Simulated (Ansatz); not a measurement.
# H2OSZn: the cost of one run

Program: Ansatz 0.2.0, Gaussian basis. Level of theory: PBE0-D4/def2-TZVP structures, single points in def2-TZVPP, no counterpoise correction. These are calculated values, not measurements.

Levels: SPW92, PBE-D4, BLYP-D4, r2SCAN-D4, B97M-V, PBE0-D4, B3LYP-D4, r2SCAN0-D4, BHLYP-D4, CAM-B3LYP-D4, wB97X-V, wB97M-V, B2PLYP, PBE-QIDH, RPA on PBE, Hartree-Fock, MP2, CCSD, CCSD(T).

Cores are frozen in the correlated methods. The 3s and 3p shells of Cu and Zn are frozen; filled d shells are correlated. B3LYP uses VWN-RPA correlation. B2PLYP carries no dispersion term here.

94 further runs of the same task are left out: 94 set aside as unsound or not needed. Runs told in other sessions of the task aren't counted.

### Step 1. Starting geometry

The complex: 8 atoms, charge 0, spin multiplicity 1.

Atoms are counted from 1 here; the program's logs count them from 0.

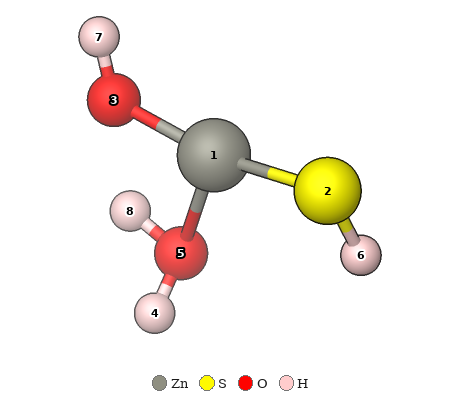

As it starts; zinc grey, sulfur yellow, oxygen red, hydrogen pink; atoms are numbered from 1 in the order of the file.

As a file:

```csv
atom,x (Å),y (Å),z (Å)
Zn1,0.49670,0.09223,-0.59665
S2,2.63309,0.25237,-0.25488
O3,-1.16663,0.11181,-1.33901
H4,-0.91967,0.34927,1.83976
O5,-0.78727,-0.30987,1.15354
H6,2.54800,-0.32155,0.95737
H7,-1.27138,0.06480,-2.28799
H8,-1.53274,-0.23916,0.52795
```

Its parts: H₂OSZn holds atoms 1, 2, 3, 6, 7; H₂O holds atoms 4, 5, 8. Each part counts its atoms afresh in its own runs.

### Step 2. Relaxing H₂OSZn alone

File relax-a/in.yaml:

```yaml
crystal:
  periodic: [false, false, false]
  atoms:
    - {symbol: Zn, position_ang: [0.496701, 0.092227, -0.596652]}
    - {symbol: S, position_ang: [2.633095, 0.252368, -0.254875]}
    - {symbol: O, position_ang: [-1.166633, 0.111813, -1.339006]}
    - {symbol: H, position_ang: [2.547998, -0.321549, 0.957370]}
    - {symbol: H, position_ang: [-1.271377, 0.064795, -2.287994]}
basis:
  gaussian: {orbitals: def2-TZVP}
hamiltonian: {xc: pbe0, dispersion: d4}
relax: {f_tol: 0.005, max_steps: 200}
```

Launch:

```console
$ ansatz run in.yaml --threads 8 --pin off --events-out ev --progress --plain --max-ram 19148MiB
```

**Question.** How long does this run take on 8 threads of Arm Neoverse V1, shared host?

About 12 s.
